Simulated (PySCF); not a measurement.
# 4-hydroxy-1-fluorobenzene: NMR shifts at several levels of theory, part 2 of 2

PySCF 2.14.0. Atoms count from 0. The steps go on from the part before.

## (5) Nuclear shieldings: PBE0/cc-pVDZ

What the job is given:

```
{"job": {"kind": "nmr", "xc": "PBE0", "basis": "cc-pVDZ", "pop": true}, "charge": 0, "multiplicity": 1}
O     -2.030342    -0.964620    -0.924173
C     -0.863061    -0.495610    -0.431910
C      0.230001    -0.181430    -1.244688
C      1.411792     0.301849    -0.685602
C      1.493313     0.468026     0.689428
F      2.623101     0.930544     1.230077
C      0.416382     0.159830     1.513511
C     -0.760721    -0.322043     0.952713
H     -1.965571    -1.037040    -1.881811
H      0.159294    -0.314488    -2.328719
H      2.271954     0.551257    -1.309824
H      0.512025     0.301183     2.591876
H     -1.620485    -0.571622     1.577317
```

With the program's defaults for keys left out, this is: GIAO PBE0/cc-pVDZ NMR shielding, non-relativistic, gas phase.

What it wrote:

```text
coarse grid: 11792 points
cycle   1  E = -406.1930563288  dE =  1.517e+00  |g| = 6.857e-01  |ddm| = 7.229e+00
cycle   2  E = -406.1362159696  dE =  5.684e-02  |g| = 8.983e-01  |ddm| = 2.481e+00
cycle   3  E = -406.2785366479  dE = -1.423e-01  |g| = 1.176e-01  |ddm| = 1.372e+00
cycle   4  E = -406.2816310383  dE = -3.094e-03  |g| = 3.863e-02  |ddm| = 2.305e-01
cycle   5  E = -406.2819640274  dE = -3.330e-04  |g| = 1.517e-02  |ddm| = 7.435e-02
cycle   6  E = -406.2820227845  dE = -5.876e-05  |g| = 3.665e-03  |ddm| = 2.766e-02
cycle   7  E = -406.2820261150  dE = -3.331e-06  |g| = 1.260e-03  |ddm| = 6.850e-03
final grid: 116920 points
cycle   8  E = -406.2883073292  dE = -2.454e-05  |g| = 8.749e-03  |ddm| = 6.230e-02
cycle   9  E = -406.2882902221  dE =  1.711e-05  |g| = 1.284e-02  |ddm| = 3.221e-02
cycle  10  E = -406.2883253526  dE = -3.513e-05  |g| = 1.034e-03  |ddm| = 1.857e-02
cycle  11  E = -406.2883255763  dE = -2.237e-07  |g| = 1.621e-04  |ddm| = 2.033e-03
cycle  12  E = -406.2883255813  dE = -4.985e-09  |g| = 6.228e-05  |ddm| = 2.704e-04
cycle  13  E = -406.2883255820  dE = -6.778e-10  |g| = 2.857e-05  |ddm| = 1.288e-04
converged SCF energy = -406.2883255820

GIAO shielding tensors (ppm)
atom      isotropic    diamagn.    paramagn.     s11        s22        s33       span
  0 O      231.182     385.069    -153.887    183.713    245.786    264.048     80.335
  1 C       46.707     256.224    -209.517    -36.178     38.240    138.058    174.236
  2 C       84.286     259.346    -175.060      7.728     78.048    167.082    159.354
  3 C       81.092     257.084    -175.991      1.288     65.059    176.930    175.642
  4 C       41.607     253.342    -211.735    -35.220     54.294    105.748    140.968
  5 F      315.309     472.246    -156.938    244.466    314.068    387.392    142.927
  6 C       79.835     256.466    -176.631     -0.891     62.517    177.879    178.770
  7 C       81.968     255.376    -173.408      4.054     64.436    177.413    173.358
  8 H       28.263      32.751      -4.488     20.643     27.138     37.010     16.367
  9 H       25.079      32.485      -7.406     21.545     25.398     28.292      6.747
 10 H       24.603      30.103      -5.500     21.300     24.982     27.528      6.229
 11 H       24.472      29.900      -5.428     21.224     24.795     27.397      6.173
 12 H       24.599      30.597      -5.998     21.077     24.865     27.854      6.777
```

Run time: 22 s. Hardware: 1 thread, shared host.

In short: δ C4 155.1, C1 150.0, C3 116.3, C2 113.6, H10 6.75, H9 6.45 ppm (means over like atoms).

## (6) Nuclear shieldings: PBE0/cc-pVTZ

Settings changed since step 5:

```diff
@@ -1,2 +1,2 @@
-{"job": {"kind": "nmr", "xc": "PBE0", "basis": "cc-pVDZ", "pop": true}, "charge": 0, "multiplicity": 1}
+{"job": {"kind": "nmr", "xc": "PBE0", "basis": "cc-pVTZ", "pop": true}, "charge": 0, "multiplicity": 1}
 O     -2.030342    -0.964620    -0.924173
```

Method: GIAO PBE0/cc-pVTZ NMR shielding, non-relativistic, gas phase.

What it wrote:

```text
coarse grid: 11792 points
cycle   1  E = -406.3294049404  dE =  1.473e+00  |g| = 7.067e-01  |ddm| = 8.156e+00
cycle   2  E = -406.2680366961  dE =  6.137e-02  |g| = 9.496e-01  |ddm| = 3.094e+00
cycle   3  E = -406.4152164912  dE = -1.472e-01  |g| = 1.231e-01  |ddm| = 1.858e+00
cycle   4  E = -406.4182358767  dE = -3.019e-03  |g| = 4.769e-02  |ddm| = 2.567e-01
cycle   5  E = -406.4187407287  dE = -5.049e-04  |g| = 1.563e-02  |ddm| = 8.375e-02
cycle   6  E = -406.4187977272  dE = -5.700e-05  |g| = 4.519e-03  |ddm| = 2.676e-02
cycle   7  E = -406.4188027494  dE = -5.022e-06  |g| = 1.216e-03  |ddm| = 7.744e-03
final grid: 116920 points
cycle   8  E = -406.4035264849  dE = -7.147e-05  |g| = 9.064e-03  |ddm| = 1.198e-01
cycle   9  E = -406.4035081200  dE =  1.836e-05  |g| = 1.339e-02  |ddm| = 3.139e-02
cycle  10  E = -406.4035431509  dE = -3.503e-05  |g| = 1.166e-03  |ddm| = 1.980e-02
cycle  11  E = -406.4035433707  dE = -2.198e-07  |g| = 2.925e-04  |ddm| = 2.843e-03
cycle  12  E = -406.4035433885  dE = -1.780e-08  |g| = 8.640e-05  |ddm| = 5.047e-04
cycle  13  E = -406.4035433897  dE = -1.219e-09  |g| = 4.552e-05  |ddm| = 1.965e-04
cycle  14  E = -406.4035433902  dE = -5.211e-10  |g| = 6.867e-06  |ddm| = 7.644e-05
converged SCF energy = -406.4035433902

GIAO shielding tensors (ppm)
atom      isotropic    diamagn.    paramagn.     s11        s22        s33       span
  0 O      218.537     387.447    -168.910    168.523    230.269    256.818     88.294
  1 C       30.267     248.665    -218.398    -57.542     22.682    125.662    183.205
  2 C       71.092     254.895    -183.803     -9.028     65.214    157.090    166.118
  3 C       67.876     255.172    -187.296    -16.130     52.151    167.606    183.736
  4 C       24.734     242.458    -217.724    -56.931     40.000     91.135    148.066
  5 F      306.464     469.952    -163.487    230.196    312.178    377.019    146.823
  6 C       66.341     253.385    -187.044    -18.725     49.445    168.303    187.028
  7 C       68.246     251.958    -183.712    -14.295     51.500    167.534    181.829
  8 H       27.586      31.884      -4.298     19.617     26.449     36.692     17.075
  9 H       24.798      32.676      -7.878     21.634     24.715     28.045      6.411
 10 H       24.339      30.613      -6.275     21.314     24.403     27.299      5.985
 11 H       24.232      30.291      -6.059     21.277     24.194     27.225      5.948
 12 H       24.338      30.170      -5.832     21.121     24.275     27.617      6.496
```

Wall time 76 s (1 thread, shared host).

This run: δ C4 162.6, C1 157.0, C3 120.2, C2 117.6, H10 7.01, H9 6.72 ppm (means over like atoms).

## (7) NMR shieldings: PBE0/aug-cc-pVDZ

Settings changed since step 6:

```diff
@@ -1,2 +1,2 @@
-{"job": {"kind": "nmr", "xc": "PBE0", "basis": "cc-pVTZ", "pop": true}, "charge": 0, "multiplicity": 1}
+{"job": {"kind": "nmr", "xc": "PBE0", "basis": "aug-cc-pVDZ", "pop": true}, "charge": 0, "multiplicity": 1}
 O     -2.030342    -0.964620    -0.924173
```

Method: GIAO PBE0/aug-cc-pVDZ NMR shielding, non-relativistic, gas phase.

What it wrote:

```text
coarse grid: 11792 points
cycle   1  E = -406.2270975692  dE =  1.509e+00  |g| = 6.479e-01  |ddm| = 2.165e+01
cycle   2  E = -406.1668648626  dE =  6.023e-02  |g| = 8.785e-01  |ddm| = 4.593e+00
cycle   3  E = -406.3054910798  dE = -1.386e-01  |g| = 1.189e-01  |ddm| = 1.937e+00
cycle   4  E = -406.3085301938  dE = -3.039e-03  |g| = 4.144e-02  |ddm| = 4.664e-01
cycle   5  E = -406.3089273949  dE = -3.972e-04  |g| = 1.403e-02  |ddm| = 1.760e-01
cycle   6  E = -406.3089753532  dE = -4.796e-05  |g| = 4.219e-03  |ddm| = 5.688e-02
cycle   7  E = -406.3089799286  dE = -4.575e-06  |g| = 1.159e-03  |ddm| = 1.448e-02
final grid: 116920 points
cycle   8  E = -406.3153149667  dE = -2.939e-05  |g| = 8.695e-03  |ddm| = 5.194e-01
cycle   9  E = -406.3152960358  dE =  1.893e-05  |g| = 1.313e-02  |ddm| = 8.750e-02
cycle  10  E = -406.3153325858  dE = -3.655e-05  |g| = 1.106e-03  |ddm| = 3.522e-02
cycle  11  E = -406.3153328377  dE = -2.519e-07  |g| = 2.014e-04  |ddm| = 5.042e-03
cycle  12  E = -406.3153328454  dE = -7.762e-09  |g| = 8.139e-05  |ddm| = 1.165e-03
cycle  13  E = -406.3153328467  dE = -1.277e-09  |g| = 3.877e-05  |ddm| = 4.351e-04
cycle  14  E = -406.3153328471  dE = -3.910e-10  |g| = 6.704e-06  |ddm| = 1.503e-04
converged SCF energy = -406.3153328471

GIAO shielding tensors (ppm)
atom      isotropic    diamagn.    paramagn.     s11        s22        s33       span
  0 O      230.678     380.024    -149.346    184.716    239.687    267.631     82.915
  1 C       45.420     204.356    -158.936    -37.343     38.237    135.366    172.709
  2 C       83.566     222.810    -139.244      7.972     77.385    165.340    157.368
  3 C       80.671     227.185    -146.514      1.190     64.968    175.854    174.664
  4 C       40.673     246.189    -205.516    -35.520     54.419    103.120    138.639
  5 F      319.110     451.416    -132.307    248.961    322.095    386.273    137.311
  6 C       79.259     220.280    -141.021     -0.986     62.253    176.511    177.497
  7 C       81.426     237.140    -155.714      2.780     64.425    177.073    174.293
  8 H       27.742      36.394      -8.652     19.808     26.751     36.668     16.861
  9 H       24.840      40.266     -15.427     21.799     24.690     28.030      6.231
 10 H       24.360      36.460     -12.101     21.459     24.322     27.298      5.839
 11 H       24.257      35.607     -11.350     21.437     24.102     27.231      5.794
 12 H       24.376      35.257     -10.881     21.288     24.231     27.609      6.321
```

It took 52 s on 1 thread, shared host.

In short: δ C4 154.4, C1 149.7, C3 115.2, C2 112.6, H10 7.09, H9 6.79 ppm (means over like atoms).

## (8) Nuclear shieldings: PBE0/IGLO-III

Settings changed since step 7:

```diff
@@ -1,2 +1,2 @@
-{"job": {"kind": "nmr", "xc": "PBE0", "basis": "aug-cc-pVDZ", "pop": true}, "charge": 0, "multiplicity": 1}
+{"job": {"kind": "nmr", "xc": "PBE0", "basis": "IGLO-III", "pop": true}, "charge": 0, "multiplicity": 1}
 O     -2.030342    -0.964620    -0.924173
```

With the program's defaults for keys left out, this is: GIAO PBE0/IGLO-III NMR shielding, non-relativistic, gas phase.

What it wrote:

```text
coarse grid: 11792 points
cycle   1  E = -406.3364909498  dE =  1.478e+00  |g| = 7.122e-01  |ddm| = 2.658e+00
cycle   2  E = -406.2670493926  dE =  6.944e-02  |g| = 9.742e-01  |ddm| = 9.230e-01
cycle   3  E = -406.4223034357  dE = -1.553e-01  |g| = 1.281e-01  |ddm| = 5.706e-01
cycle   4  E = -406.4253788176  dE = -3.075e-03  |g| = 5.438e-02  |ddm| = 9.729e-02
cycle   5  E = -406.4260461217  dE = -6.673e-04  |g| = 1.578e-02  |ddm| = 3.531e-02
cycle   6  E = -406.4261033155  dE = -5.719e-05  |g| = 4.877e-03  |ddm| = 1.050e-02
cycle   7  E = -406.4261091686  dE = -5.853e-06  |g| = 1.305e-03  |ddm| = 3.001e-03
final grid: 116920 points
cycle   8  E = -406.4249809962  dE = -1.073e-04  |g| = 8.599e-03  |ddm| = 7.380e-02
cycle   9  E = -406.4249652476  dE =  1.575e-05  |g| = 1.241e-02  |ddm| = 1.006e-02
cycle  10  E = -406.4249960540  dE = -3.081e-05  |g| = 1.309e-03  |ddm| = 5.639e-03
cycle  11  E = -406.4249963185  dE = -2.645e-07  |g| = 3.560e-04  |ddm| = 1.018e-03
cycle  12  E = -406.4249963451  dE = -2.657e-08  |g| = 8.277e-05  |ddm| = 2.289e-04
cycle  13  E = -406.4249963460  dE = -9.893e-10  |g| = 4.357e-05  |ddm| = 6.171e-05
cycle  14  E = -406.4249963465  dE = -4.297e-10  |g| = 6.765e-06  |ddm| = 2.688e-05
converged SCF energy = -406.4249963465

GIAO shielding tensors (ppm)
atom      isotropic    diamagn.    paramagn.     s11        s22        s33       span
  0 O      214.739     385.838    -171.099    165.844    224.139    254.234     88.391
  1 C       22.340     254.467    -232.127    -69.325     16.655    119.691    189.016
  2 C       63.872     254.855    -190.983    -19.296     57.954    152.958    172.254
  3 C       60.529     255.678    -195.148    -26.521     44.350    163.759    190.280
  4 C       16.730     253.285    -236.555    -67.959     33.547     84.601    152.560
  5 F      305.774     468.160    -162.386    233.360    308.460    375.502    142.143
  6 C       58.888     255.829    -196.942    -29.122     41.380    164.405    193.527
  7 C       60.936     252.725    -191.789    -24.600     43.633    163.775    188.375
  8 H       27.719      30.993      -3.275     19.641     26.764     36.751     17.110
  9 H       24.852      31.738      -6.886     21.657     24.751     28.147      6.489
 10 H       24.363      29.937      -5.575     21.314     24.397     27.377      6.063
 11 H       24.261      29.792      -5.531     21.309     24.185     27.289      5.980
 12 H       24.377      30.011      -5.635     21.138     24.316     27.675      6.537
```

Wall time 89 s (1 thread, shared host).

Key values: δ C4 167.0, C1 161.4, C3 124.1, C2 121.4, H10 7.06, H9 6.76 ppm (means over like atoms).

## (9) Run by run: NMR shifts

Shifts (ppm) of some atoms, chosen among heavy atoms and hydrogens apart, means over like atoms, with basis size and wall time (the measured row can stand on another reference than the computed rows):

```tsv
run	C4	C1	C3	H9	H8	O0	F5	functions	time
PBE0/def2-SVP	154.9	148.7	114.8	6.45	3.23	111.4	-105.3	137	19 s
PBE0/def2-TZVP	163.9	158.5	121.0	6.74	3.50	113.9	-128.1	278	60 s
PBE0/cc-pVDZ	155.1	150.0	116.3	6.45	3.03	112.2	-114.4	137	22 s
PBE0/cc-pVTZ	162.6	157.0	120.2	6.72	3.70	116.3	-123.9	310	76 s
PBE0/aug-cc-pVDZ	154.4	149.7	115.2	6.79	3.65	105.2	-125.0	229	52 s
PBE0/IGLO-III	167.0	161.4	124.1	6.76	3.66	112.5	-131.1	330	89 s
measured	–	–	–	–	–	–	-124.6	–	–
```

Measured: G. Saielli, R. Bini, A. Bagno, Computational 19F NMR. 2. Organic compounds, RSC Adv. 2014, ESI (exp. from Berger-Braun-Kalinowski 1994 and Everett 1995).

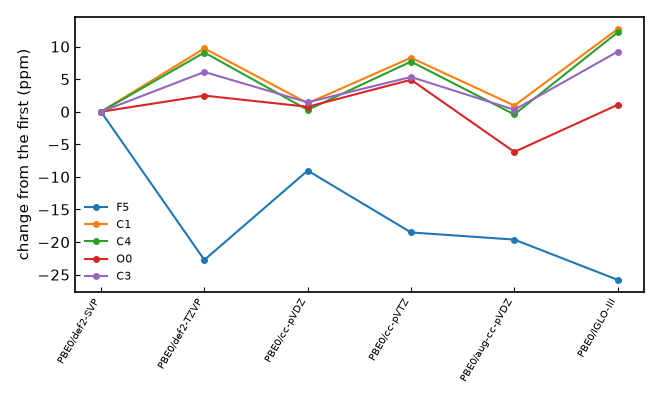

How five of the tabulated atoms move from run to run.

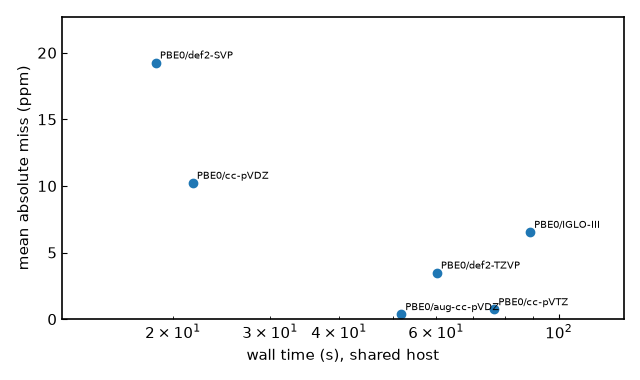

Cost against miss for the one measured ¹⁹F shift.

## (10) Outcome

This closing draws on all 2 parts.

| quantity | value |
| --- | --- |
| point group | Cs |
| rotational constants (main isotopes) | 5.65, 1.46, 1.16 GHz |
| ¹³C shifts against TMS (PBE0/def2-SVP, means over atoms taken as alike) | 154.9, 148.7, 114.8, 112.2 ppm |
| ¹H shifts against TMS (PBE0/def2-SVP, means over atoms taken as alike) | 6.76, 6.45, 3.23 ppm |
| ¹⁷O shifts against H2O (PBE0/def2-SVP) | 111.4 ppm |
| ¹⁹F shifts against CFCl3 (PBE0/def2-SVP) | -105.3 ppm |
| measured, and computed on the same scale | F5 δ -124.6, -105.3 ppm |
| range of the shift of F5 | -131.1 to -105.3 ppm |

What this shows: Single values in the summary come from the first run of each kind that ended normally (PBE0/def2-SVP), which need not be the best level. Relaxing lowered the energy by 0.031 eV in 5 steps; the close pair that moved most is C4–F5, from 1.352 to 1.335 Å. The one measured ¹⁹F shift is missed by +19.3 ppm (computed less measured, unscaled). Vibration, temperature and solvent are missing from the calculation, and it holds one conformer, so part of the miss against the measured shifts is not the functional's. NICS(1)zz of -26 ppm above the planar ring from C1 marks a diatropic (aromatic) ring current. Across the 6 runs the shift of F5 moves most, between -131.1 (PBE0/IGLO-III) and -105.3 ppm (PBE0/def2-SVP). For the one measured ¹⁹F shift, PBE0/aug-cc-pVDZ misses least (0.36 ppm, 52 s) and PBE0/def2-SVP most (19.26 ppm, 19 s). One molecule ranks no method: errors cancel, and vibration and temperature are missing from all runs.
